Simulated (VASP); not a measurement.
# What spin-orbit coupling changes in BiPt, part 4 of 4

Aim: run bands, DOS and a relaxation of BiPt twice, without and with spin-orbit coupling. All runs use PBEsol. The start is a cell from a database of measured crystal structures.

VASP 6.6.1, plane waves and PAW; the level of theory is named at each step.

Still holding for the runs below: The k-mesh is coarse for a metal.

So far. Step 6 (Density of states (PBEsol + SOC)): The DOS at the Fermi level goes from 2.25 to 2.24 states/eV/cell, a number that is sensitive to the mesh. The run took 3.7 times the core time, with 62 spinor bands against 39. Of the states within 0.3 eV of the Fermi level, the largest shares in the PAW spheres are Pt d 43 %, Bi p 18 % and Pt p 8 %. The rest lies in smaller channels or between the spheres.

The database entry behind the starting cell differs from later determinations by our own check (0.1 to 0.3 % short, probably kX units), so it need not match the best structure at ambient conditions.

### 8. Relaxing cell and atoms (PBEsol + SOC)

This step: PBEsol, spin-orbit coupling; plane waves and PAW (Bi_d, Pt) (VASP 6.6.1).

The same relaxation with spinors and spin-orbit coupling.

The input, INCAR:

```
SYSTEM = BiPt
PREC = Accurate
ENCUT = 400
EDIFF = 1E-06
NELM = 100
ISMEAR = -1
SIGMA = 0.05
LREAL = .FALSE.
ALGO = Normal
GGA = PS
LNONCOLLINEAR = .TRUE.
MAGMOM = 0 0 0 0 0 0 0 0 0 0 0 0
NBANDS = 62
GGA_COMPAT = .FALSE.
LASPH = .TRUE.
LSORBIT = .TRUE.
LMAXMIX = 4
LORBIT = 11
LWAVE = .FALSE.
LCHARG = .FALSE.
KPAR = 4
IBRION = 2
NSW = 60
ISIF = 3
EDIFFG = -0.01
```

The input, POSCAR:

```
BiPt
1.0
    4.3150000000      0.0000000000      0.0000000000
   -2.1575000000      3.7368996173      0.0000000000
    0.0000000000      0.0000000000      5.4900000000
Bi Pt
2 2
Direct
    0.3333333333      0.6666666667      0.2500000000
    0.6666666667      0.3333333333      0.7500000000
    0.0000000000      0.0000000000      0.0000000000
    0.0000000000      0.0000000000      0.5000000000
```

The input, KPOINTS:

```
Automatic mesh
0
Gamma
7 7 5
0 0 0
```

Potentials, in the order of the species: Bi_d and Pt (PBE family, release 64).

Run with:

```
$ mpirun -np 4 vasp_ncl
```

The program printed:

```text
[... set-up lines as in an earlier step ...]
 entering main loop
       N       E                     dE             d eps       ncg     rms          rms(c)
[... 14 cycles as in an earlier step ...]
   1 F= -.25540597E+02 E0= -.25528958E+02  d E =-.255406E+02  mag=     0.0000     0.0000    -0.0000
 curvature:   0.00 expect dE= 0.000E+00 dE for cont linesearch  0.000E+00
 trial: gam= 0.00000 g(F)=  0.172E-46 g(S)=  0.818E-01 ort = 0.000E+00 (trialstep = 0.100E+01)
 search vector abs. value=  0.818E-01
 bond charge predicted
       N       E                     dE             d eps       ncg     rms          rms(c)
DAV:   1    -0.272270037842E+02   -0.16864E+01   -0.41585E+01  3804   0.765E+01    0.780E+00
DAV:   2    -0.257467500007E+02    0.14803E+01   -0.44153E+00  3208   0.210E+01    0.414E+00
DAV:   3    -0.255608942379E+02    0.18586E+00   -0.39139E-01  3848   0.721E+00    0.198E+00
DAV:   4    -0.255242698312E+02    0.36624E-01   -0.13580E-01  4118   0.374E+00    0.935E-01
DAV:   5    -0.255228194253E+02    0.14504E-02   -0.13728E-02  4000   0.116E+00    0.374E-01
DAV:   6    -0.255233079527E+02   -0.48853E-03   -0.31935E-03  3158   0.369E-01    0.928E-02
DAV:   7    -0.255233832037E+02   -0.75251E-04   -0.61648E-04  3970   0.255E-01    0.406E-02
DAV:   8    -0.255233667233E+02    0.16480E-04   -0.56193E-05  3438   0.831E-02    0.133E-02
DAV:   9    -0.255233672562E+02   -0.53291E-06   -0.63206E-06  3682   0.245E-02
   2 F= -.25523367E+02 E0= -.25511922E+02  d E =0.172300E-01  mag=    -0.0000    -0.0000     0.0000
[...]
3 F= -.25556803E+02 E0= -.25545248E+02  d E =-.162062E-01  mag=     0.0000     0.0000    -0.0000
[...]
4 F= -.25558230E+02 E0= -.25546820E+02  d E =-.142653E-02  mag=    -0.0000    -0.0000     0.0000
 trial-energy change:   -0.001427  1 .order   -0.001422   -0.002149   -0.000696
 step:   1.2920(harm=  1.3025)  dis= 0.00000  next Energy=   -25.558393 (dE=-0.159E-02)
 bond charge predicted
       N       E                     dE             d eps       ncg     rms          rms(c)
DAV:   1    -0.255598010194E+02   -0.15707E-02   -0.76565E-02  3096   0.179E+00    0.205E-01
DAV:   2    -0.255588559856E+02    0.94503E-03   -0.23812E-03  3880   0.557E-01    0.118E-01
DAV:   3    -0.255584340318E+02    0.42195E-03   -0.45565E-04  4058   0.250E-01    0.565E-02
DAV:   4    -0.255583918731E+02    0.42159E-04   -0.16460E-04  3978   0.118E-01    0.248E-02
DAV:   5    -0.255583928264E+02   -0.95325E-06   -0.26705E-05  3328   0.465E-02    0.101E-02
DAV:   6    -0.255583921300E+02    0.69642E-06   -0.11174E-06  1972   0.105E-02
   5 F= -.25558392E+02 E0= -.25547048E+02  d E =-.158866E-02  mag=     0.0000    -0.0000     0.0000
 curvature:  -0.67 expect dE=-0.102E-05 dE for cont linesearch -0.837E-06
 trial: gam=-0.02349 g(F)=  0.215E-46 g(S)=  0.152E-05 ort = 0.560E-04 (trialstep = 0.963E+00)
 search vector abs. value=  0.280E-06
 reached required accuracy - stopping structural energy minimisation
```

Wall time 87 s (4 MPI ranks of Intel Xeon 6975P-C (Granite Rapids), shared host); peak memory 1.5 GiB; 5.7 min of CPU time.

From OUTCAR (step 8):

```text
   NELECT =      50.0000    total number of electrons

 E-fermi :   8.9679

 k-point     1 :       0.0000    0.0000    0.0000
  band No.  band energies     occupation
    ...
     42       7.1162      1.00000
     43       7.6654      1.00000
     44       7.6654      1.00000
     45       7.9839      1.00000
     46       7.9839      1.00000
     47      10.0288      0.00000
     48      10.0288      0.00000
     49      10.1255      0.00000
     50      10.1255      0.00000
     51      10.7462      0.00000
    ...

  Total        0.0014492      0.0014492     -0.0110515      0.0000000      0.0000000      0.0000000
  in kB        0.0256648      0.0256648     -0.1957210      0.0000000      0.0000000      0.0000000
  external PRESSURE =      -0.0481305 kB  Pullay stress =       0.0000000 kB

 POSITION                                       TOTAL-FORCE (eV/Angst)
 -----------------------------------------------------------------------------------
     -0.00000      2.51878      1.37215         0.000000      0.000000      0.000000
      2.18133      1.25939      4.11646        -0.000000      0.000000      0.000000
      0.00000      0.00000      0.00000        -0.000000      0.000000      0.000000
      0.00000      0.00000      2.74430        -0.000000      0.000000      0.000000
 -----------------------------------------------------------------------------------
    total drift:                               -0.000000      0.000000     -0.000000

  FREE ENERGIE OF THE ION-ELECTRON SYSTEM (eV)
  ---------------------------------------------------
  free  energy   TOTEN  =       -25.5583921300 eV

  energy  without entropy=      -25.5357030977  energy(sigma->0) =      -25.54704761

 Spin-Orbit-Coupling matrix elements
 Ion:    1  E_soc:     -1.4067400
 Ion:    2  E_soc:     -1.4067400
 Ion:    3  E_soc:     -0.6357124
 Ion:    4  E_soc:     -0.6357124

 magnetization (x)
# of ion       s       p       d       tot
------------------------------------------
    1        0.000   0.000   0.000   0.000
    2        0.000   0.000   0.000   0.000
    3        0.000   0.000   0.000   0.000
    4        0.000   0.000  -0.000  -0.000
--------------------------------------------------
tot          0.000   0.000  -0.000   0.000

 magnetization (y)
# of ion       s       p       d       tot
------------------------------------------
    1        0.000   0.000   0.000   0.000
    2        0.000   0.000   0.000   0.000
    3       -0.000  -0.000   0.000  -0.000
    4        0.000   0.000   0.000   0.000
--------------------------------------------------
tot          0.000  -0.000   0.000   0.000

 magnetization (z)
# of ion       s       p       d       tot
------------------------------------------
    1        0.000   0.000   0.000   0.000
    2        0.000   0.000   0.000   0.000
    3        0.000  -0.000   0.000   0.000
    4       -0.000  -0.000  -0.000  -0.000
--------------------------------------------------
tot          0.000  -0.000   0.000   0.000

[... 9 parts as in an earlier step ...]

[... 9 further parts left out ...]
```

CONTCAR:

```
BiPt
   1.00000000000000
     4.3626586909919443    0.0000000000000000    0.0000000000000000
    -2.1813293454959721    3.7781732544091438   -0.0000000000000000
     0.0000000000000000    0.0000000000000000    5.4886083064657960
  Bi              Pt
     2     2
Direct
     0.3333333332999970    0.6666666667000030    0.2500000000000000
     0.6666666667000030    0.3333333332999970    0.7500000000000000
     0.0000000000000000    0.0000000000000000    0.0000000000000000
     0.0000000000000000    0.0000000000000000    0.5000000000000000
```

The steps of the relaxation:

```tsv
step	energy less that of the first step (eV)	largest force (eV/Å)	pressure (GPa)	volume (Å³)
1	0.0000	0.0000	2.69	88.52
2	0.0172	0.0000	-3.63	93.36
3	-0.0162	0.0000	-0.08	90.46
4	-0.0176	0.0000	-0.04	90.47
5	-0.0178	0.0000	0.00	90.47
```

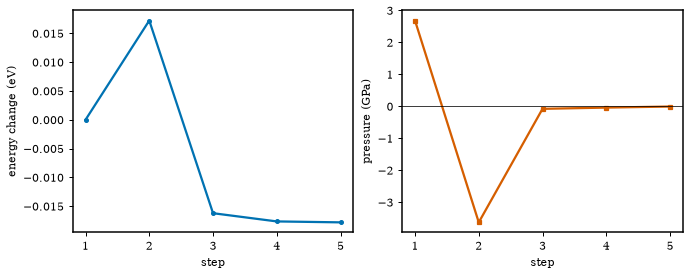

Energy and pressure along the relaxation.

```tsv
conventional cell, symmetrised	before	after	change
a (Å)	4.315	4.363	+1.1 %
b (Å)	4.315	4.363	+1.1 %
c (Å)	5.490	5.489	-0.0 %
volume (Å³/atom)	22.13	22.62	+2.2 %
```

Final coordinates:

```cif
data_structure
_symmetry_space_group_name_H-M 'P 1'
_symmetry_Int_Tables_number 1
_cell_length_a 4.3627
_cell_length_b 4.3627
_cell_length_c 5.4886
_cell_angle_alpha 90.000
_cell_angle_beta 90.000
_cell_angle_gamma 120.000
_cell_volume 90.47
loop_
_atom_site_label
_atom_site_type_symbol
_atom_site_fract_x
_atom_site_fract_y
_atom_site_fract_z
_atom_site_occupancy
Bi1 Bi 0.33333 0.66667 0.25000 1
Bi2 Bi 0.66667 0.33333 0.75000 1
Pt3 Pt 0.00000 0.00000 0.00000 1
Pt4 Pt 0.00000 0.00000 0.50000 1
```

This step gave:

- bands: 62
- free energy (TOTEN): -25.56 eV
- energy at zero smearing: -25.55 eV
- Fermi energy: 8.968 eV
- pressure: -0.004813 GPa
- SCF cycles over all ionic steps: 45

On-site spin-orbit energy by atom:

```tsv
atom	on-site spin-orbit energy (eV)
Bi1	-1.41
Bi2	-1.41
Pt3	-0.64
Pt4	-0.64
```

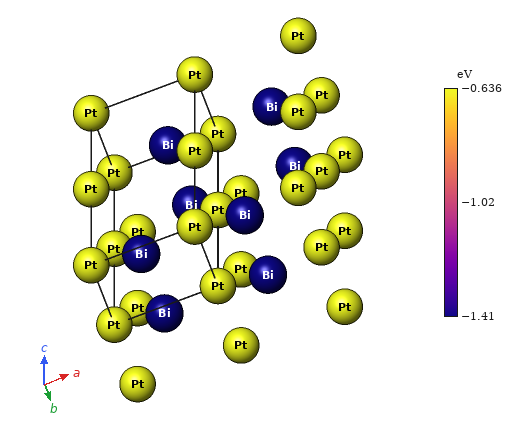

Atoms coloured by on-site spin-orbit energy. 2×2×1 cells are drawn. Some periodic images of atoms are drawn too.

The cell ends at 22.62 Å³/atom, +0.2 % from the run without the coupling. The run took 4.4 times the core time, with 62 spinor bands against 31.

### 9. Side by side

| quantity | without | with spin-orbit coupling |
| --- | --- | --- |
| gap (eV) | none | none |
| core minutes, bands | 1.5 | 6.5 |
| DOS at the Fermi level (states/eV/cell) | 2.25 | 2.24 |
| core minutes, DOS | 0.45 | 1.7 |
| relaxed volume (Å³/atom) | 22.57 | 22.62 |
| core minutes, relaxation | 1.3 | 5.8 |

### 10. Outcome

```yaml
gap_ev_without_with: none → none
dos_at_the_fermi_level_states_ev_cell_without_with: 2.25 → 2.24
relaxed_volume_a3_atom_without_with: 22.57 → 22.62
```

In words: BiPt has no gap with or without spin-orbit coupling. The relaxed volume moves by +0.2 %. The spinor runs cost 3.7 to 4.4 times as much, on a shared host. The k-sampling is coarse for a metal, so the Fermi level, pressures and the shape of the cell carry errors.

[Lines on the potential files, build, host, timing and source positions are cut from VASP's logs without a mark.]

[Logs are printed without paths, hosts, clocks, repeated set-up lines and the standing remarks that a program may print on its own settings, such as how far it seeks lower states.]

[Hosts, paths, dates, database ids (printed as entryN), source tags and the programs' standing remarks are cut or masked in the printed files.]

[A measured line is paired with the nearest computed mode of its activity, which favours agreement.]

[In band tables of VASP the shares of atoms and orbitals are scaled to a sum of 1 inside the atoms' spheres.]
